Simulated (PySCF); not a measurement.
# What a change does: excited-state calculation on SiF4

System: SiF4.
Method of run A: TDDFT PBE0/6-31G*, vertical, gas phase, core orbitals frozen in the response (PySCF 2.14.0).

The geometry comes from this level: PBE0-D3(BJ)/def2-SVP. Text and figures count atoms from 1; the logs count them from 0 in places.

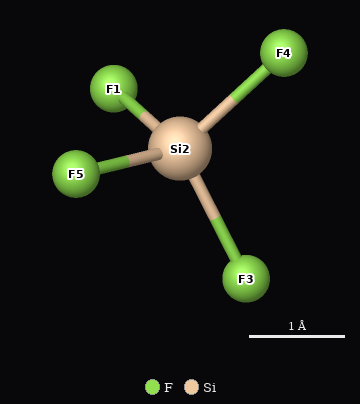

**Figure 1.** The structure as given in the input (ball-and-stick view, seen at a tilt; atoms are numbered from 1 in the order of the input).

## Input file, run A
```
{"job": {"kind": "uv", "xc": "PBE0", "basis": "6-31G*"}, "charge": 0, "multiplicity": 1}
F     -1.292355     0.078328    -0.909073
Si     0.002077     0.027383     0.005938
F      1.249322    -0.430203    -0.860640
F      0.279121     1.467820     0.609970
F     -0.229731    -1.009551     1.183407
```

The first line tells a small driver script what to run in PySCF; the rest is the geometry in Å.

Command:
```bash
OMP_NUM_THREADS=1 python <driver script> task.json out
```

Hardware: 1 CPU thread, shared host.

## Output (run A)
```
coarse grid: 5968 points
cycle   1  E = -688.4283102927  dE =  5.454e-01  |g| = 9.686e-01  |ddm| = 2.236e+00
cycle   2  E = -688.3039183994  dE =  1.244e-01  |g| = 1.330e+00  |ddm| = 1.387e+00
cycle   3  E = -688.5825455594  dE = -2.786e-01  |g| = 1.376e-02  |ddm| = 7.923e-01
cycle   4  E = -688.5825737585  dE = -2.820e-05  |g| = 3.355e-03  |ddm| = 9.573e-03
cycle   5  E = -688.5825758732  dE = -2.115e-06  |g| = 3.832e-04  |ddm| = 3.034e-03
final grid: 58344 points
cycle   6  E = -688.5896279407  dE = -1.104e-05  |g| = 2.090e-03  |ddm| = 7.583e-03
cycle   7  E = -688.5896275059  dE =  4.348e-07  |g| = 2.739e-03  |ddm| = 2.668e-03
cycle   8  E = -688.5896286576  dE = -1.152e-06  |g| = 6.634e-05  |ddm| = 1.496e-03
cycle   9  E = -688.5896286578  dE = -1.617e-10  |g| = 6.177e-05  |ddm| = 6.864e-05
cycle  10  E = -688.5896286584  dE = -5.691e-10  |g| = 1.338e-05  |ddm| = 3.893e-05
converged SCF energy = -688.5896286584

Static polarisability (au): isotropic 16.841, principal 16.813 16.849 16.860

Singlet excitations
state   eV       nm        f      main configurations
  1  10.8979    113.8   0.00000   H->L 0.91
  2  10.9001    113.7   0.00000   H-1->L 0.89
  3  10.9007    113.7   0.00000   H-2->L 0.94
  4  11.9832    103.5   0.00001   H-6->L 0.95
  5  11.9888    103.4   0.00002   H-7->L 0.94
  6  12.1351    102.2   0.17474   H-3->L 0.96
  7  12.1378    102.1   0.17498   H-4->L 0.96
  8  12.1405    102.1   0.17528   H-5->L 0.96
  9  13.2432     93.6   0.00000   H-2->L+3 0.23, H-1->L+2 0.21, H->L+1 0.20
 10  13.3576     92.8   0.00007   H-1->L+1 0.48, H->L+2 0.39

Triplet excitations (Tamm-Dancoff, eV): 10.4929 10.4951 10.4958 11.3236
```

The input of run B differs as follows (lines with − go, lines with + come):
```diff
-"basis": "6-31G*"
+"basis": "def2-SVP"
```

How does run B compare with run A?

The total energy of run B is 242.7 kcal/mol higher, which measures the change of basis and not a stability. The HOMO goes from −12.32 to −12.54 eV. The LUMO goes from 0.50 to 0.43 eV. The lowest excitation goes from 10.90 to 11.07 eV. The strongest computed line goes from 12.14 to 12.29 eV. The number of SCF iterations is the same.

## Output (run B)
```
coarse grid: 5968 points
cycle   1  E = -687.9662730762  dE =  5.170e-01  |g| = 9.534e-01  |ddm| = 2.479e+00
cycle   2  E = -687.8453227677  dE =  1.210e-01  |g| = 1.308e+00  |ddm| = 1.531e+00
cycle   3  E = -688.1196523604  dE = -2.743e-01  |g| = 2.060e-02  |ddm| = 8.701e-01
cycle   4  E = -688.1197080230  dE = -5.566e-05  |g| = 4.267e-03  |ddm| = 1.654e-02
cycle   5  E = -688.1197110351  dE = -3.012e-06  |g| = 3.441e-04  |ddm| = 4.389e-03
final grid: 58344 points
cycle   6  E = -688.2029323377  dE = -1.133e-05  |g| = 1.131e-03  |ddm| = 5.819e-03
cycle   7  E = -688.2029322441  dE =  9.360e-08  |g| = 1.404e-03  |ddm| = 1.571e-03
cycle   8  E = -688.2029325531  dE = -3.090e-07  |g| = 7.547e-05  |ddm| = 8.584e-04
cycle   9  E = -688.2029325537  dE = -5.971e-10  |g| = 4.190e-05  |ddm| = 6.139e-05
cycle  10  E = -688.2029325539  dE = -2.501e-10  |g| = 1.326e-05  |ddm| = 3.017e-05
converged SCF energy = -688.2029325539

Static polarisability (au): isotropic 15.819, principal 15.790 15.829 15.839

Singlet excitations
state   eV       nm        f      main configurations
  1  11.0716    112.0   0.00000   H->L 0.90
  2  11.0736    112.0   0.00000   H-1->L 0.86
  3  11.0742    112.0   0.00000   H-2->L 0.91
  4  12.1914    101.7   0.00002   H-6->L 0.95
  5  12.1969    101.7   0.00007   H-7->L 0.95
  6  12.2809    101.0   0.16675   H-3->L 0.96
  7  12.2839    100.9   0.16704   H-4->L 0.96
  8  12.2866    100.9   0.16734   H-5->L 0.96
  9  13.5135     91.7   0.00000   H-2->L+3 0.23, H-1->L+2 0.22, H->L+1 0.20
 10  13.6420     90.9   0.00032   H-1->L+1 0.50, H->L+2 0.36

Triplet excitations (Tamm-Dancoff, eV): 10.6628 10.6648 10.6655 11.4702
```

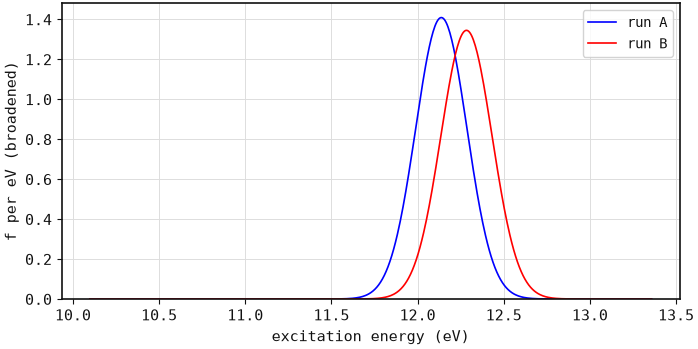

**Figure 2.** Absorption of the two runs from their computed states, each broadened by a Gaussian of 0.35 eV full width; the range ends where the shorter list of states ends.

## The two runs side by side

| quantity | run A | run B |
| --- | --- | --- |
| outcome | converged | converged |
| total energy (hartree) | −688.589629 | −688.202933 |
| HOMO (eV) | −12.32 | −12.54 |
| LUMO (eV) | 0.50 | 0.43 |
| dipole moment (D) | 0.01 | 0.01 |
| lowest excitation (eV) | 10.90 | 11.07 |
| SCF iterations | 10 | 10 |
| strongest computed line (eV) | 12.14 | 12.29 |
| basis functions | 74 | 74 |
| wall time (shared host) | 3.6 s | 3.5 s |
